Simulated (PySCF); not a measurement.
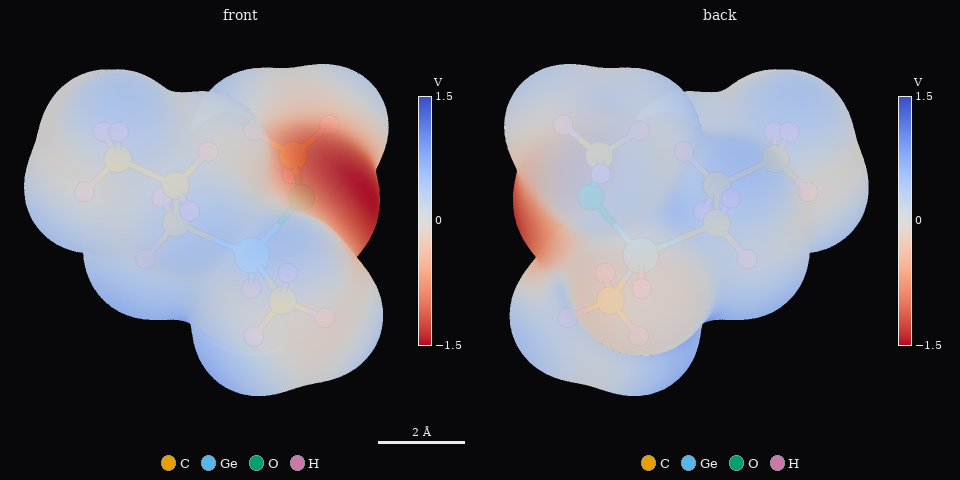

The picture shows: C$_{5}$H$_{14}$GeO. The electrostatic potential painted on the density surface at 0.001 e/bohr³, seen from the front and from behind; red is negative and blue positive.

Geometry: PBE0-D3(BJ)/def2-SVP.

Theory: PySCF 2.14.0, wB97X-D/def2-SVPD, SCF density, gas phase.

```yaml
atoms:
  - { symbol: C, position_ang: [-2.7195, 1.1114, -0.1930] }
  - { symbol: C, position_ang: [-1.4659, 0.2940, 0.0810] }
  - { symbol: C, position_ang: [-0.5160, 0.2246, -1.1120] }
  - { symbol: Ge, position_ang: [1.1178, -0.7808, -0.7318] }
  - { symbol: C, position_ang: [0.7687, -2.5945, -0.1439] }
  - { symbol: O, position_ang: [1.9243, -0.0230, 0.6794] }
  - { symbol: C, position_ang: [2.3393, 1.3063, 0.6143] }
  - { symbol: H, position_ang: [-3.3798, 1.1504, 0.6873] }
  - { symbol: H, position_ang: [-2.4661, 2.1485, -0.4660] }
  - { symbol: H, position_ang: [-3.2994, 0.6849, -1.0273] }
  - { symbol: H, position_ang: [-1.7548, -0.7282, 0.3820] }
  - { symbol: H, position_ang: [-0.9298, 0.7138, 0.9495] }
  - { symbol: H, position_ang: [-1.0097, -0.2442, -1.9816] }
  - { symbol: H, position_ang: [-0.2312, 1.2396, -1.4390] }
  - { symbol: H, position_ang: [2.1003, -0.7159, -1.9285] }
  - { symbol: H, position_ang: [1.7144, -3.1189, 0.0532] }
  - { symbol: H, position_ang: [0.2059, -3.1538, -0.9053] }
  - { symbol: H, position_ang: [0.1842, -2.5727, 0.7869] }
  - { symbol: H, position_ang: [1.4969, 2.0162, 0.4869] }
  - { symbol: H, position_ang: [2.8471, 1.5695, 1.5570] }
  - { symbol: H, position_ang: [3.0563, 1.4944, -0.2104] }
```

Which sites attract a positive test charge, and which a negative one?

Answer. A positive charge is drawn to the negative regions and a negative charge to the positive ones. The most negative region (about −1.5 V) lies over O6, the most positive (about +0.8 V) over Ge4. O6 is the likeliest acceptor of a hydrogen bond.

How polar is the molecule by this calculation?

Answer. Its dipole moment is 1.39 D.
